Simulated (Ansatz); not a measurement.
## Abstraction of Cl: CHBr2Cl + C3H5 → CHBr2 + C3H5Cl

Species: CHBr2Cl (chlorodibromomethane) `ClC(Br)Br`, singlet; C3H5 `C=[C]C`, doublet; CHBr2 `Br[CH]Br`, doublet; C3H5Cl (2-chloropropene) `C=C(C)Cl`, singlet. A radical takes Cl: the energy is the difference in strength between two C–Cl bonds in different surroundings.

Shapes, held fixed at every level: PBE0-D4/def2-TZVP. Programs: Ansatz 0.2.0. The zero-point and thermal change to 298 K, harmonic and unscaled (PBE0-D4/def2-TZVP), is +2.3 kJ/mol.

| level | kind | ΔH(298 K) (kJ/mol) | CPU time (sum over the molecules) |
| --- | --- | --- | --- |
| SPW92/def2-TZVPP | LDA | -88.8 | 13 s |
| r2SCAN-D4/def2-TZVPP | meta-GGA | -82.3 | 55 s |
| B3LYP-D4/def2-TZVPP | global hybrid | -82.0 | 43 s |
| BHLYP-D4/def2-TZVPP | global hybrid | -83.6 | 36 s |
| r2SCAN0-D4/def2-TZVPP | global hybrid | -84.5 | 62 s |
| wB97M-V/def2-TZVPP | range-separated hybrid | -82.0 | 2 min |
| B2PLYP/def2-TZVPP | double hybrid | -83.8 | 50 s |

B2PLYP/def2-TZVPP gives ΔH(298 K) = -83.8 kJ/mol; the levels span -88.8 to -82.0. The median of the levels is -83.6. No measured value is set beside it here. Spin contamination: C3H5 (⟨S²⟩ up to 0.91). Open shells run unrestricted. Relativity is left out for Br. Outer-core shells of Br are correlated, in sets that cover them unevenly. Times are processor times on shared x86 and Arm servers, and rough.

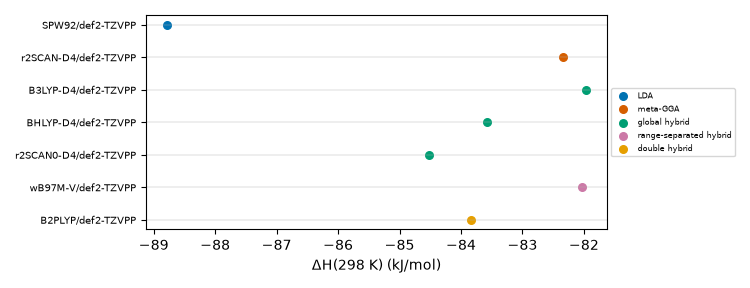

The values of the table, level by level.
